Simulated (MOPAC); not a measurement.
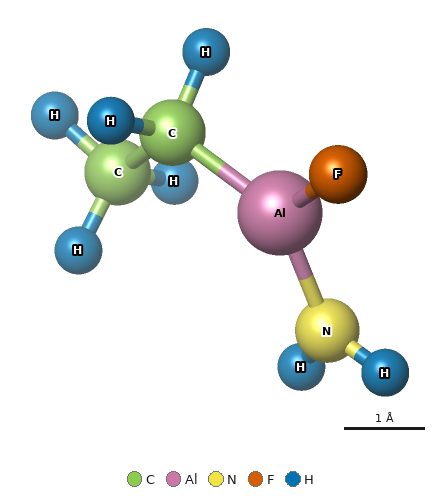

The starting structure (ball-and-stick view, seen at a tilt). Sticks mark near contacts. Bond lengths as drawn: Al–C 1.84 Å, Al–F 1.60 Å, Al–N 1.70 Å, C–C 1.52 Å, C–H 1.11 Å and H–N 0.99 Å.

## C2H7AlFN (charge +1): geometry relaxation (part 1 of 3)

C2H7AlFN, charge +1, multiplicity 2, computed with MNDO, unrestricted (MOPAC 23.2.5).

The starting geometry was optimised with MNDO.

### Input file (run.mop)
```
GNORM=0.05 CYCLES=300 DISP CHARGE=1 MNDO AUX(PRECISION=6) THREADS=1


C     -0.582084 1     0.737168 1     1.324457 1
C      0.505359 1     0.923645 1     0.276573 1
Al     0.698130 1    -0.331696 1    -1.059755 1
N     -0.264977 1    -1.721100 1    -1.265130 1
F      1.845392 1    -0.177578 1    -2.166271 1
H     -0.571832 1     1.569410 1     2.060341 1
H     -0.447703 1    -0.205107 1     1.895259 1
H     -1.594237 1     0.716031 1     0.869659 1
H      1.488998 1     0.999211 1     0.795342 1
H      0.351908 1     1.907993 1    -0.223407 1
H     -0.148250 1    -2.385803 1    -1.989736 1
H     -1.019952 1    -1.984782 1    -0.682961 1
```

Hardware: 1 thread of Intel Xeon (Granite Rapids), 64 GiB of memory available, shared host.

Launch command:
```bash
mopac run.mop
```

### The program's output
```
MOPAC v23.2.5
MNDO CALCULATION RESULTS

 *  MNDO       - The MNDO Hamiltonian to be used
 *
 *
 *
 *                 CHARGE ON SYSTEM = +1
 *
 *
 *
 *  THREADS=1  - MULTI-THREADING NOT USED
 *  CYCLES=    - DO A MAXIMUM OF 300 STEPS
 *  GNORM      - EXIT WHEN GRADIENT NORM DROPS BELOW 0.050
 *  AUX        - OUTPUT AUXILIARY INFORMATION
 *  DISP       - PRINT DISPERSION AND HYDROGEN BOND ENERGIES
GNORM=0.05 CYCLES=300 DISP CHARGE=1 MNDO AUX(PRECISION=6) THREADS=1

   ATOM   CHEMICAL          X               Y               Z
  NUMBER   SYMBOL      (ANGSTROMS)     (ANGSTROMS)     (ANGSTROMS)

     1       C         -0.58208400  *   0.73716800  *   1.32445700  *
     2       C          0.50535900  *   0.92364500  *   0.27657300  *
     3      Al          0.69813000  *  -0.33169600  *  -1.05975500  *
     4       N         -0.26497700  *  -1.72110000  *  -1.26513000  *
     5       F          1.84539200  *  -0.17757800  *  -2.16627100  *
     6       H         -0.57183200  *   1.56941000  *   2.06034100  *
     7       H         -0.44770300  *  -0.20510700  *   1.89525900  *
     8       H         -1.59423700  *   0.71603100  *   0.86965900  *
     9       H          1.48899800  *   0.99921100  *   0.79534200  *
    10       H          0.35190800  *   1.90799300  *  -0.22340700  *
    11       H         -0.14825000  *  -2.38580300  *  -1.98973600  *
    12       H         -1.01995200  *  -1.98478200  *  -0.68296100  *

          CARTESIAN COORDINATES

    NO.       ATOM           X           Y           Z

     1         C         -0.5821      0.7372      1.3245
     2         C          0.5054      0.9236      0.2766
     3        Al          0.6981     -0.3317     -1.0598
     4         N         -0.2650     -1.7211     -1.2651
     5         F          1.8454     -0.1776     -2.1663
     6         H         -0.5718      1.5694      2.0603
     7         H         -0.4477     -0.2051      1.8953
     8         H         -1.5942      0.7160      0.8697
     9         H          1.4890      0.9992      0.7953
    10         H          0.3519      1.9080     -0.2234
    11         H         -0.1483     -2.3858     -1.9897
    12         H         -1.0200     -1.9848     -0.6830

           Empirical Formula: C2 H7 N Al F  =    12 atoms

      MOLECULAR POINT GROUP   :   Cs

          UHF CALCULATION, NO. OF ALPHA ELECTRONS =   15
                           NO. OF BETA  ELECTRONS =   14

          Geometry optimization using EF

          DIAGONAL MATRIX USED AS START HESSIAN
```

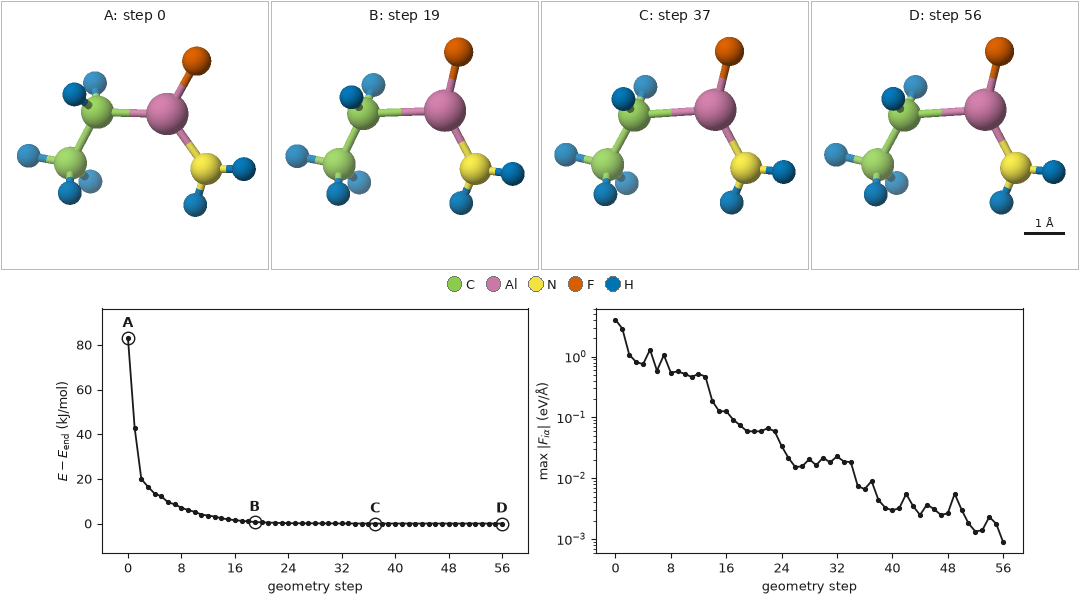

Frames of the relaxation (ball-and-stick view, seen at a tilt) above the curves, on which the letters mark them (steps are counted from 0).

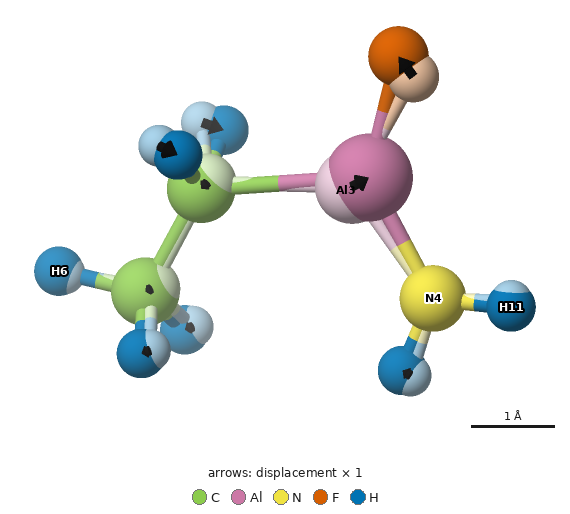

Start (faint) and end (solid) with the displacements as black arrows, at true length (ball-and-stick view, seen at a tilt). The two geometries are laid on each other by the best rigid fit. The energy falls by 83.0 kJ/mol in 56 geometry steps. The largest force component goes from 4.1 to 0.00089 eV/Å. The atom that moves furthest after the best rigid fit is F5 (0.31 Å). Largest moves by element: F 0.31 Å, H 0.28 Å, Al 0.24 Å, C 0.11 Å, N 0.02 Å. Distances before and after: C2–Al3 1.844 → 2.146 Å, Al3–N4 1.703 → 1.664 Å, Al3–F5 1.601 → 1.563 Å, C1–C2 1.522 → 1.487 Å. Among the angles that change: N4–Al3–F5 113.6° → 136.9°, Al3–C2–H9 106.9° → 87.1°, C2–Al3–N4 125.7° → 112.5°. (Atoms are counted from 1 in the order of the input.)

```
 CYCLE:     1 TIME:   0.000 TIME LEFT:  2.00D  GRAD.:   170.415 HEAT:  101.2157
 CYCLE:     2 TIME:   0.004 TIME LEFT:  2.00D  GRAD.:   149.770 HEAT:  91.61937
 CYCLE:     3 TIME:   0.000 TIME LEFT:  2.00D  GRAD.:    64.243 HEAT:  86.14363
 CYCLE:     4 TIME:   0.004 TIME LEFT:  2.00D  GRAD.:    56.431 HEAT:  85.32211
 CYCLE:     5 TIME:   0.000 TIME LEFT:  2.00D  GRAD.:    41.357 HEAT:  84.58252
 CYCLE:     6 TIME:   0.004 TIME LEFT:  2.00D  GRAD.:    59.242 HEAT:  84.29301
 CYCLE:     7 TIME:   0.000 TIME LEFT:  2.00D  GRAD.:    38.463 HEAT:  83.65409
 CYCLE:     8 TIME:   0.000 TIME LEFT:  2.00D  GRAD.:    41.905 HEAT:  83.44419
 CYCLE:     9 TIME:   0.004 TIME LEFT:  2.00D  GRAD.:    27.522 HEAT:  83.07008
 CYCLE:    10 TIME:   0.000 TIME LEFT:  2.00D  GRAD.:    30.068 HEAT:  82.82653
 CYCLE:    11 TIME:   0.000 TIME LEFT:  2.00D  GRAD.:    25.386 HEAT:  82.63579
 CYCLE:    12 TIME:   0.000 TIME LEFT:  2.00D  GRAD.:    19.239 HEAT:  82.34950
 CYCLE:    13 TIME:   0.004 TIME LEFT:  2.00D  GRAD.:    20.734 HEAT:  82.23735
 CYCLE:    14 TIME:   0.000 TIME LEFT:  2.00D  GRAD.:    23.297 HEAT:  82.13028
 CYCLE:    15 TIME:   0.000 TIME LEFT:  2.00D  GRAD.:    11.451 HEAT:  81.94116
 CYCLE:    16 TIME:   0.004 TIME LEFT:  2.00D  GRAD.:     7.131 HEAT:  81.83530
 CYCLE:    17 TIME:   0.000 TIME LEFT:  2.00D  GRAD.:     8.091 HEAT:  81.74318
 CYCLE:    18 TIME:   0.000 TIME LEFT:  2.00D  GRAD.:     5.559 HEAT:  81.67316
 CYCLE:    19 TIME:   0.000 TIME LEFT:  2.00D  GRAD.:     4.482 HEAT:  81.61397
 CYCLE:    20 TIME:   0.004 TIME LEFT:  2.00D  GRAD.:     3.998 HEAT:  81.54522
 CYCLE:    21 TIME:   0.000 TIME LEFT:  2.00D  GRAD.:     3.724 HEAT:  81.51178
 CYCLE:    22 TIME:   0.000 TIME LEFT:  2.00D  GRAD.:     3.539 HEAT:  81.48647
 CYCLE:    23 TIME:   0.004 TIME LEFT:  2.00D  GRAD.:     3.299 HEAT:  81.46425
 CYCLE:    24 TIME:   0.000 TIME LEFT:  2.00D  GRAD.:     3.020 HEAT:  81.44153
 CYCLE:    25 TIME:   0.000 TIME LEFT:  2.00D  GRAD.:     2.207 HEAT:  81.42190
 CYCLE:    26 TIME:   0.004 TIME LEFT:  2.00D  GRAD.:     1.218 HEAT:  81.41442
 CYCLE:    27 TIME:   0.000 TIME LEFT:  2.00D  GRAD.:     0.852 HEAT:  81.41156
 CYCLE:    28 TIME:   0.000 TIME LEFT:  2.00D  GRAD.:     0.908 HEAT:  81.40939
 CYCLE:    29 TIME:   0.000 TIME LEFT:  2.00D  GRAD.:     1.106 HEAT:  81.40588
 CYCLE:    30 TIME:   0.004 TIME LEFT:  2.00D  GRAD.:     1.135 HEAT:  81.40249
 CYCLE:    31 TIME:   0.000 TIME LEFT:  2.00D  GRAD.:     1.156 HEAT:  81.39833
 CYCLE:    32 TIME:   0.000 TIME LEFT:  2.00D  GRAD.:     1.030 HEAT:  81.39629
 CYCLE:    33 TIME:   0.004 TIME LEFT:  2.00D  GRAD.:     1.218 HEAT:  81.39065
 CYCLE:    34 TIME:   0.000 TIME LEFT:  2.00D  GRAD.:     0.935 HEAT:  81.38848
 CYCLE:    35 TIME:   0.000 TIME LEFT:  2.00D  GRAD.:     1.192 HEAT:  81.38583
 CYCLE:    36 TIME:   0.004 TIME LEFT:  2.00D  GRAD.:     0.440 HEAT:  81.38355
 CYCLE:    37 TIME:   0.000 TIME LEFT:  2.00D  GRAD.:     0.322 HEAT:  81.38327
 CYCLE:    38 TIME:   0.000 TIME LEFT:  2.00D  GRAD.:     0.431 HEAT:  81.38304
 CYCLE:    39 TIME:   0.000 TIME LEFT:  2.00D  GRAD.:     0.240 HEAT:  81.38285
 CYCLE:    40 TIME:   0.004 TIME LEFT:  2.00D  GRAD.:     0.163 HEAT:  81.38278
 CYCLE:    41 TIME:   0.000 TIME LEFT:  2.00D  GRAD.:     0.165 HEAT:  81.38272
 CYCLE:    42 TIME:   0.000 TIME LEFT:  2.00D  GRAD.:     0.145 HEAT:  81.38268
 CYCLE:    43 TIME:   0.004 TIME LEFT:  2.00D  GRAD.:     0.314 HEAT:  81.38280
 CYCLE:    44 TIME:   0.000 TIME LEFT:  2.00D  GRAD.:     0.157 HEAT:  81.38254
 CYCLE:    45 TIME:   0.000 TIME LEFT:  2.00D  GRAD.:     0.120 HEAT:  81.38245
 CYCLE:    46 TIME:   0.000 TIME LEFT:  2.00D  GRAD.:     0.235 HEAT:  81.38225
 CYCLE:    47 TIME:   0.004 TIME LEFT:  2.00D  GRAD.:     0.183 HEAT:  81.38217
 CYCLE:    48 TIME:   0.000 TIME LEFT:  2.00D  GRAD.:     0.143 HEAT:  81.38201
 CYCLE:    49 TIME:   0.000 TIME LEFT:  2.00D  GRAD.:     0.142 HEAT:  81.38191
 CYCLE:    50 TIME:   0.004 TIME LEFT:  2.00D  GRAD.:     0.213 HEAT:  81.38194
 CYCLE:    51 TIME:   0.000 TIME LEFT:  2.00D  GRAD.:     0.119 HEAT:  81.38176
 CYCLE:    52 TIME:   0.000 TIME LEFT:  2.00D  GRAD.:     0.080 HEAT:  81.38174
 CYCLE:    53 TIME:   0.004 TIME LEFT:  2.00D  GRAD.:     0.057 HEAT:  81.38172
 CYCLE:    54 TIME:   0.000 TIME LEFT:  2.00D  GRAD.:     0.066 HEAT:  81.38171
 CYCLE:    55 TIME:   0.000 TIME LEFT:  2.00D  GRAD.:     0.107 HEAT:  81.38174
 CYCLE:    56 TIME:   0.004 TIME LEFT:  2.00D  GRAD.:     0.077 HEAT:  81.38169
 CYCLE:    57 TIME:   0.000 TIME LEFT:  2.00D  GRAD.:     0.049 HEAT:  81.38170

     GRADIENT =  0.04888 IS LESS THAN CUTOFF =  0.05000

 -------------------------------------------------------------------------------
 GNORM=0.05 CYCLES=300 DISP CHARGE=1 MNDO AUX(PRECISION=6) THREADS=1

     GEOMETRY OPTIMISED USING EIGENVECTOR FOLLOWING (EF).
     SCF FIELD WAS ACHIEVED

                              MNDO CALCULATION

          FINAL HEAT OF FORMATION =         81.38170 KCAL/MOL =     340.50102 KJ/MOL

          TOTAL ENERGY            =     -25005.77278 KCAL/MOL = ELECTRONIC ENERGY + CORE-CORE REPULSION
          ENERGY OF ATOMS         =      25087.15448 KCAL/MOL
                              SUM =         81.38170 KCAL/MOL
          DISPERSION ENERGY       =          0.00000 KCAL/MOL
                              SUM =         81.38170 KCAL/MOL = FINAL HEAT OF FORMATION

          TOTAL ENERGY            =      -1084.35294 EV
          ELECTRONIC ENERGY       =      -3075.55824 EV
          CORE-CORE REPULSION     =       1991.20530 EV
          COSMO AREA              =        129.42 SQUARE ANGSTROMS
          COSMO VOLUME            =        119.78 CUBIC ANGSTROMS

          GRADIENT NORM           =          0.04888          =       0.01411 PER ATOM
          IONIZATION POTENTIAL    =         15.692792 EV
          ALPHA SOMO LUMO (EV)    =        -15.723 -5.644
          BETA  SOMO LUMO (EV)    =        -15.693 -7.880
          NO. OF ALPHA ELECTRONS  =         15
          NO. OF BETA  ELECTRONS  =         14
          MOLECULAR WEIGHT        =         91.0639         POINT GROUP:  Cs

          MOLECULAR DIMENSIONS (Angstroms)

            Atom       Atom       Distance
            H    11    H     6     5.74525
            F     5    H     8     3.86642
            H    10    H     7     2.39740

          SCF CALCULATIONS        =         61

          WALL-CLOCK TIME         =      0.078 SECONDS
          COMPUTATION TIME        =      0.068 SECONDS

   ATOM   CHEMICAL          X               Y               Z
  NUMBER   SYMBOL      (ANGSTROMS)     (ANGSTROMS)     (ANGSTROMS)

     1       C         -0.61233746  *   0.78559192  *   1.40437104  *
     2       C          0.43545539  *   0.92387345  *   0.35852131  *
     3      Al          0.76225408  *  -0.46109728  *  -1.24818004  *
     4       N         -0.31404652  *  -1.73000782  *  -1.22319315  *
     5       F          1.96185770  *   0.00005426  *  -2.13844390  *
     6       H         -0.53341188  *   1.65928922  *   2.09641660  *
     7       H         -0.48234935  *  -0.13148578  *   2.01486241  *
     8       H         -1.63748023  *   0.79231075  *   0.98064769  *
     9       H          1.47824154  *   0.72137472  *   0.67005545  *
    10       H          0.26185071  *   1.68959805  *  -0.42216021  *
    11       H         -0.28727609  *  -2.46145162  *  -1.89943399  *
    12       H         -1.04939239  *  -1.88911583  *  -0.57689425  *

                             CARTESIAN COORDINATES

   1    C       -0.612337461     0.785591924     1.404371039
   2    C        0.435455386     0.923873449     0.358521315
   3   Al        0.762254075    -0.461097284    -1.248180039
   4    N       -0.314046521    -1.730007824    -1.223193153
   5    F        1.961857703     0.000054261    -2.138443905
   6    H       -0.533411884     1.659289221     2.096416603
   7    H       -0.482349354    -0.131485776     2.014862407
   8    H       -1.637480233     0.792310748     0.980647688
   9    H        1.478241535     0.721374717     0.670055449
  10    H        0.261850713     1.689598047    -0.422160210
  11    H       -0.287276091    -2.461451620    -1.899433992
  12    H       -1.049392387    -1.889115828    -0.576894253

           Empirical Formula: C2 H7 N Al F  =    12 atoms

      MOLECULAR POINT GROUP   :   Cs

          ALPHA EIGENVALUES
 -48.11239 -41.02149 -37.44834 -30.14830 -22.22357 -21.39235 -21.26524 -20.62426
 -20.07178 -19.99987 -19.46540 -19.12779 -18.10561 -16.24131 -15.72342  -5.64368
  -4.02712  -2.70826  -2.09493  -1.68596  -0.88630  -0.52805  -0.40361  -0.07830
   1.00153   1.10071   1.73719

           BETA EIGENVALUES
 -48.01439 -40.26750 -37.38324 -29.43850 -22.17653 -21.14497 -21.09197 -20.49715
 -20.03901 -19.74139 -19.09339 -18.68121 -18.04297 -15.69279  -7.87976  -4.62383
  -3.98731  -2.59470  -1.77358  -1.36302  -0.56427  -0.35719  -0.23008   0.01663
   1.04964   1.14302   1.77529

              NET ATOMIC CHARGES AND DIPOLE CONTRIBUTIONS

  ATOM NO.   TYPE          CHARGE      No. of ELECS.   s-Pop       p-Pop
    1          C          -0.013954        4.0140     1.21662     2.79733
    2          C          -0.104162        4.1042     1.28777     2.81639
    3         Al           1.320033        1.6800     0.61854     1.06143
    4          N          -0.558199        5.5582     1.49135     4.06684
    5          F          -0.388779        7.3888     1.82894     5.55983
    6          H           0.081903        0.9181     0.91810
    7          H           0.045507        0.9545     0.95449
    8          H           0.045183        0.9548     0.95482
    9          H           0.097516        0.9025     0.90248
   10          H           0.097182        0.9028     0.90282
   11          H           0.194465        0.8055     0.80554
   12          H           0.183306        0.8167     0.81669
 DIPOLE           X         Y         Z       TOTAL
 POINT-CHG.    -1.801    -0.009     1.952     2.656
 HYBRID        -0.033     0.276     0.273     0.390
 SUM           -1.834     0.267     2.225     2.896

          ATOMIC ORBITAL ELECTRON POPULATIONS

     Atom    s        px        py        pz
    1  C   1.21662   0.91338   0.97089   0.91306
    2  C   1.28777   0.97435   0.87708   0.96496
    3 Al   0.61854   0.38744   0.36413   0.30985
    4  N   1.49135   1.39668   1.32607   1.34410
    5  F   1.82894   1.81353   1.89985   1.84646
    6  H   0.91810
    7  H   0.95449
    8  H   0.95482
    9  H   0.90248
   10  H   0.90282
   11  H   0.80554
   12  H   0.81669

                    (SZ)    =    0.500000
                    (S**2)  =    0.755617

          ATOMIC ORBITAL SPIN POPULATIONS

    Atom   Total    s     px     py     pz
         Atomic
    1  C -0.0538 -0.006 -0.021 -0.007 -0.019
    2  C  0.8350  0.041  0.064  0.519  0.211
    3 Al  0.0870  0.028 -0.000  0.024  0.036
    4  N  0.0237  0.006  0.005  0.012  0.001
    5  F  0.0238  0.001  0.001  0.007  0.015
    6  H  0.0611  0.061
    7  H  0.0122  0.012
    8  H  0.0120  0.012
    9  H -0.0044 -0.004
   10  H -0.0038 -0.004
   11  H  0.0081  0.008
   12  H -0.0010 -0.001

 *                    *
 * JOB ENDED NORMALLY *
 *                    *

 TOTAL JOB TIME:             0.08 SECONDS

 == MOPAC DONE ==
```

### Trajectory as extended XYZ (Å, eV, eV/Å), 39 of the 57 frames kept, from step=0 to step=56
```
12
Properties=species:S:1:pos:R:3:forces:R:3 step=0 energy=4.38913
C    -0.5821    0.7372    1.3245    0.0372  -1.3125  -1.2206
C     0.5054    0.9236    0.2766   -1.0962   3.1745   4.0604
Al    0.6981   -0.3317   -1.0598    0.7930  -2.5337  -3.1435
N    -0.2650   -1.7211   -1.2651   -0.0092   0.9832   0.8908
F     1.8454   -0.1776   -2.1663   -0.5399   0.4210   0.9618
H    -0.5718    1.5694    2.0603    0.2701   0.4098   0.0682
H    -0.4477   -0.2051    1.8953    0.0421   0.0176   0.1609
H    -1.5942    0.7160    0.8697   -0.0958   0.1303   0.0357
H     1.4890    0.9992    0.7953    0.7093  -0.9503  -0.3962
H     0.3519    1.9080   -0.2234   -0.2032  -0.2239  -1.2159
H    -0.1482   -2.3858   -1.9897    0.1974  -0.0251  -0.2309
H    -1.0200   -1.9848   -0.6830   -0.1047  -0.0909   0.0292
```
